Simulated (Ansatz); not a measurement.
Process, species as SMILES: [BH]F (BH-F) → B atom + F atom + H atom
B3LYP-D3(BJ)/def2-TZVP geometries, fixed; electronic energies without zero-point terms.

Basis-set convergence of the atomisation energy at PBE with Ansatz (a first-principles code). Cartesian d functions, on some or all atoms, in 6-31G**; all else is spherical. The program fits the integrals of some runs and decomposes those of others, by size. Open shells are unrestricted. No added dispersion term, no relativity. Functions are those of the species that has most. Reference: the value in pcseg-4, 242.37 kcal/mol, itself unsure by roughly 0.09 kcal/mol (its mean distance from aug-pcseg-3, aug-cc-pVQZ, cc-pV5Z). Deviations are taken from unrounded values.

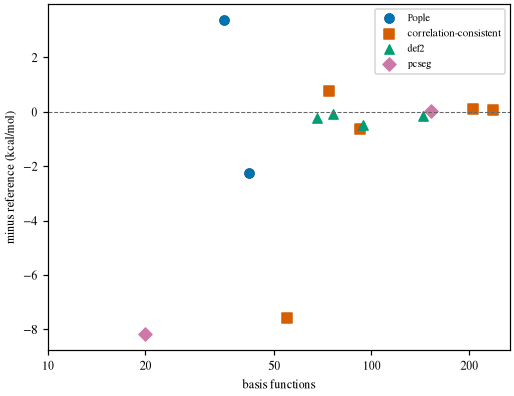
Figure. Deviation from the reference against the number of basis functions, by family of sets.

| basis | functions | atomisation energy (kcal/mol) | minus reference (kcal/mol) |
|---|---|---|---|
| pcseg-0 | 20 | 234.19 | -8.18 |
| 6-31G** | 35 | 245.75 | 3.38 |
| 6-311G** | 42 | 240.13 | -2.24 |
| aug-cc-pVDZ | 55 | 234.78 | -7.59 |
| def2-TZVP | 68 | 242.16 | -0.21 |
| cc-pVTZ | 74 | 243.14 | 0.77 |
| def2-TZVPP | 76 | 242.28 | -0.09 |
| jun-cc-pV(T+d)Z | 92 | 241.72 | -0.64 |
| def2-TZVPPD | 94 | 241.88 | -0.49 |
| def2-QZVPP | 144 | 242.21 | -0.16 |
| pcseg-3 | 153 | 242.40 | 0.03 |
| aug-cc-pVQZ | 206 | 242.48 | 0.11 |
| cc-pV5Z | 237 | 242.43 | 0.07 |
